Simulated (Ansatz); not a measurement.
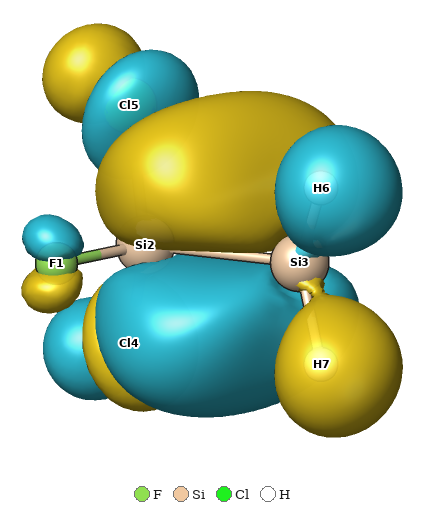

Figure. Cl2FH2Si2 (SMILES F[Si]([SiH2])(Cl)Cl) (doublet). The LUMO (α) at ±0.08 Å⁻³ᐟ² (yellow and cyan are the two phases), seen at an oblique angle.

Geometry: PBE0-D4/def2-TZVP.

The calculation used Ansatz 0.2.0, UKS PBE0-D4/def2-TZVPP.

The calculation's input:

```
crystal:
  periodic: [false, false, false]
  atoms:
    - {symbol: F, position_ang: [-1.731253, -0.809178, 0.671683]}
    - {symbol: Si, position_ang: [-0.811610, 0.040886, -0.306439]}
    - {symbol: Si, position_ang: [1.425662, 0.062525, 0.277765]}
    - {symbol: Cl, position_ang: [-1.032992, -0.765175, -2.163703]}
    - {symbol: Cl, position_ang: [-1.546448, 1.940375, -0.295542]}
    - {symbol: H, position_ang: [1.688966, 0.736012, 1.574924]}
    - {symbol: H, position_ang: [2.068874, -1.273546, 0.195613]}
basis:
  gaussian: {orbitals: def2-TZVPP}
magnetization: {spin_polarized: true, initial_magnetization: 1}
hamiltonian: {xc: pbe0, dispersion: d4}
output: {orbitals: {seedname: orbitals}}
```

Run with:

```sh
ansatz run in.yaml --threads 4 --pin off --events-out ev --progress --plain --max-ram 10444MiB
```

Where does this orbital lie, and at what energy?

Its weight (Hirshfeld) is mainly on Si3 (about 35 %), Si2 (about 30 %), Cl4 (about 10 %), Cl5 (about 10 %), H6 (about 5 %) and H7 (about 5 %); π-bonding across Si3–Si2. Its energy is −0.51 eV.
